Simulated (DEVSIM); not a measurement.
System: Si p+/n-/n+ power diode, at 400 K.

```
layer (left to right)  material  thickness (μm)  Nd (cm⁻³)  Na (cm⁻³)   τn (s)   τp (s)
---------------------  --------  --------------  ---------  ---------  -------  -------
1                            Si            24.0          -     3.3e18  0.00011  0.00011
2                            Si            23.0     1.2e15          -  0.00011  0.00011
3                            Si            6.60     1.1e18          -  0.00011  0.00011
```

Left contact: ohmic. Right contact: ohmic. Voltage is applied to the left contact. Recombination: SRH at mid-gap, radiative. Gap narrowing is on: ΔEg = 6.92 meV × (l + √(l² + 0.5)), l = ln(N/1.3e17 cm⁻³), shared equally by both band edges. Mobility is μmin + (μ − μmin)/(1 + (N/Nref)^α).

Constants are typed, rounded textbook-type inputs, not results; the design itself was drawn at random and stands for no fabricated device. Values at 300 K; Nc and Nv go as T^1.5, mobilities as T to minus their exponent, the gap by Varshni's rule with the affinity fixed.

```csv
parameter,Si
gap (eV),1.124
affinity (eV),4.05
permittivity,11.7
Nc (cm⁻³),2.86e19
Nv (cm⁻³),3.1e19
μn (cm²/Vs),1417
μp (cm²/Vs),470
"μn,min",52
"μp,min",45
"Nref,n",9.7e16
"Nref,p",2.2e17
αn,0.68
αp,0.72
T exponent of μn,2.3
T exponent of μp,2.2
B (cm³/s),4.7e-15
Varshni α (eV/K),0.000473
Varshni β (K),636
```

DEVSIM, 1D drift-diffusion, Boltzmann statistics, complete ionisation; no tunnelling, impact ionisation, image-force lowering or self-heating.

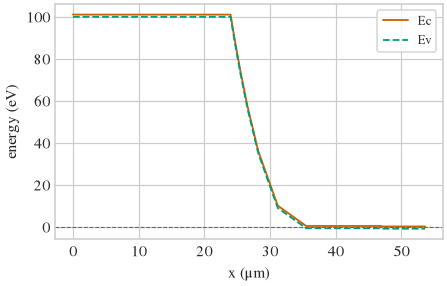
Fig. 1. Band edges at -100.0 V on the left contact

Energies count from the Fermi level of the right contact; mesh points crowd at the junctions.

| x (μm) | Ec (eV) | Ev (eV) | n (cm⁻³) | p (cm⁻³) | field (V/cm) |
|---|---|---|---|---|---|
| 0.000 | 100.960 | 99.908 | 3.6e7 | 3.3e18 | ≈ 0 |
| 0.08453 | 100.960 | 99.908 | 3.6e7 | 3.3e18 | ≈ 0 |
| 0.4661 | 100.960 | 99.908 | 3.6e7 | 3.3e18 | ≈ 0 |
| 2.189 | 100.960 | 99.908 | 3.3e7 | 3.3e18 | ≈ 0 |
| 15.34 | 100.960 | 99.908 | 1.3e7 | 3.3e18 | ≈ 0 |
| 22.10 | 100.960 | 99.908 | 2900000 | 3.3e18 | ≈ 0 |
| 23.60 | 100.960 | 99.908 | 610000 | 3.3e18 | ≈ 0 |
| 23.97 | 100.960 | 99.908 | 42000 | 3.3e18 | ≈ 0 |
| 24.02 | 100.480 | 99.384 | 560 | 8.3e11 | -190000 |
| 24.18 | 97.378 | 96.282 | 3800 | 570000 | -190000 |
| 24.92 | 83.984 | 82.888 | 20000 | 570000 | -180000 |
| 31.18 | 10.023 | 8.927 | 480000 | 560000 | -60000 |
| 42.86 | 0.362 | -0.734 | 1.2e15 | 5.4e7 | ≈ 0 |
| 46.10 | 0.362 | -0.734 | 1.2e15 | 6.9e7 | ≈ 0 |
| 46.90 | 0.314 | -0.782 | 4.9e15 | 1.8e7 | -4600 |
| 47.00 | 0.188 | -0.908 | 1.9e17 | 530000 | -44000 |
| 47.07 | 0.127 | -0.939 | 1.1e18 | 960000 | ≈ 0 |
| 47.41 | 0.127 | -0.939 | 1.1e18 | 4500000 | ≈ 0 |
| 50.10 | 0.127 | -0.939 | 1.1e18 | 3.3e7 | ≈ 0 |
| 52.82 | 0.127 | -0.939 | 1.1e18 | 6.2e7 | ≈ 0 |
| 53.44 | 0.127 | -0.939 | 1.1e18 | 6.9e7 | ≈ 0 |
| 53.60 | 0.127 | -0.939 | 1.1e18 | 7.1e7 | ≈ 0 |
